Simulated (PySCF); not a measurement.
## Electronic structure of GeN (charge −1) in real space

```xyz
2

Ge    0.0000    0.0000   -0.2685
N     0.0000    0.0000    1.4175
```

Level of theory: PySCF 2.14.0, PBE0/aug-pcseg-1, non-relativistic, at a bond length of 1.686 Å.

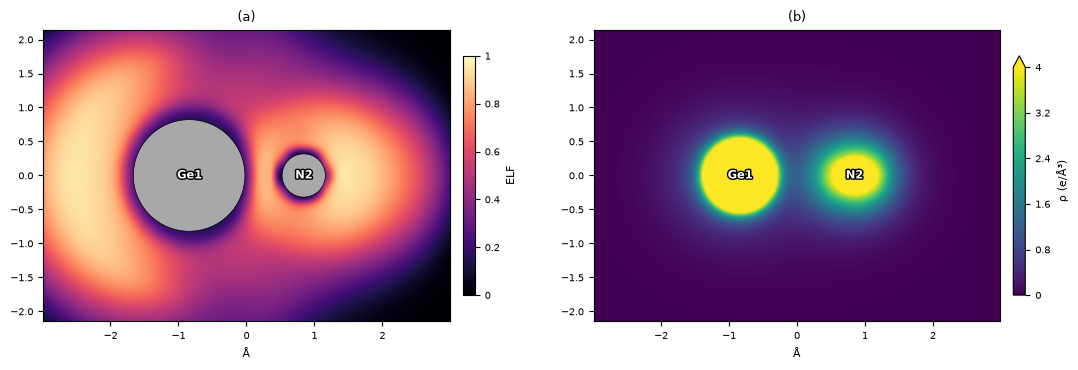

Figure 1. (a) electron localisation function; (b) total electron density on a plane that holds the molecular axis. Grey discs cover the atomic cores in the ELF map.

Question: Describe what can be read from this map.

Answer:
- Atoms in the plane: Ge and N.
- Ge–N (1.69 Å): ρ is about 1.2 e/Å³ halfway; the ELF peaks at about 0.85 in the valence shell of N, 0.6 Å from its nucleus, and is about 0.30 at the midpoint.
- The ELF also peaks beside N2, away from the bonds: lone-pair regions.

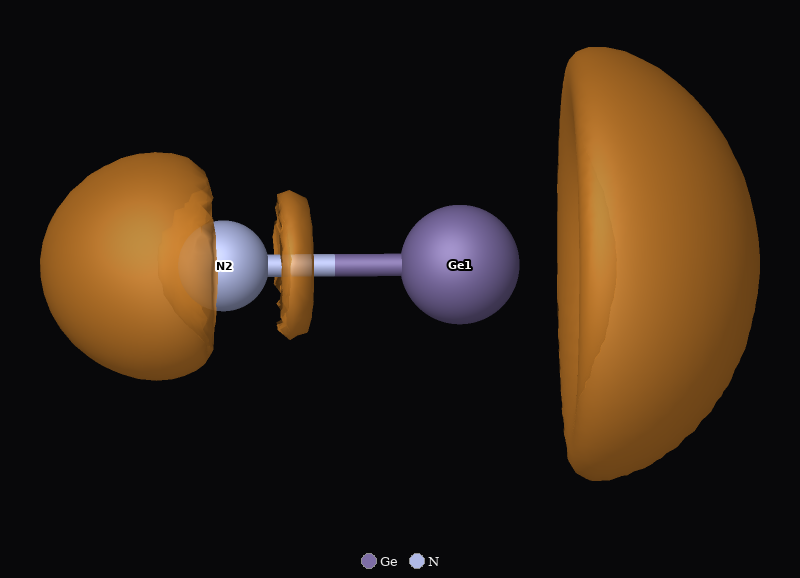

Figure 2. Isosurface of the electron localisation function at 0.8 (orange), seen from one side. Only the valence region is drawn (cores and ρ < 0.01 e/Å³ removed).

Question: Identify the bonds, lone pairs and shells in this picture.

Answer: At this value the surface marks out one lobe of the valence shell of N pointing towards Ge (polar bonds), one lobe on Ge, pointing away from the bonds (lone pairs) and one lobe on N, pointing away from the bonds (lone pairs).
